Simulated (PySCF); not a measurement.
C4H4FNO, SMILES `Nc1coc(F)c1`.

Method: HF/6-31+G*; geometry: GFN2-xTB; program: PySCF. No frequency check shows the geometry to be a minimum.

Cartesian coordinates (Å):

```
N1       2.4464    0.4429   -0.0834
C2       1.1159    0.0817    0.0008
C3       0.5807   -1.1757    0.0073
O4      -0.7823   -1.1140    0.0026
C5      -1.0845    0.1797   -0.0012
F6      -2.3762    0.4907    0.0022
C7       0.0069    0.9829   -0.0006
H8       3.0936   -0.2713    0.2126
H9       2.6556    1.3523    0.2987
H10      1.0242   -2.1488    0.0016
H11      0.0313    2.0515   -0.0073
```

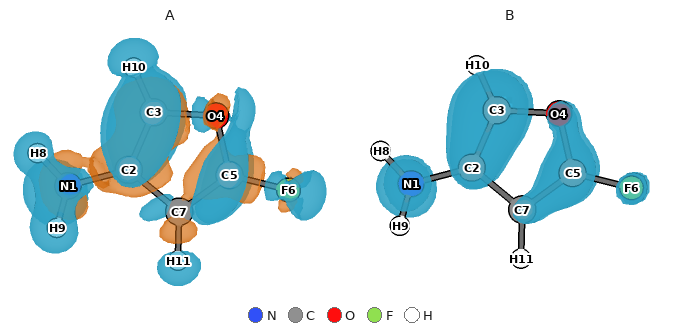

The Fukui function f⁻ from two separate SCF calculations and the density of the HOMO, at ±0.02 e/Å³ (light blue positive, orange negative).

Question: Which panel is which, and how good is the frozen-orbital picture?

Answer: A is f⁻ (it has negative regions), B the HOMO density. The HOMO lies on C3 (37 %), C2 (17 %) and C5 (13 %); f⁻ (Hirshfeld-condensed) is largest on C3 (0.23) and C2 (0.14); the vertical ionisation energy is 6.94 eV (the stability of the cation's solution wasn't checked). Relaxation shifts 19 % of the electron between atoms. The orbital energy is −8.26 eV.

Run time: 16 s on 1 thread of Arm Neoverse V2, on a shared host, peak memory 0.29 GiB.
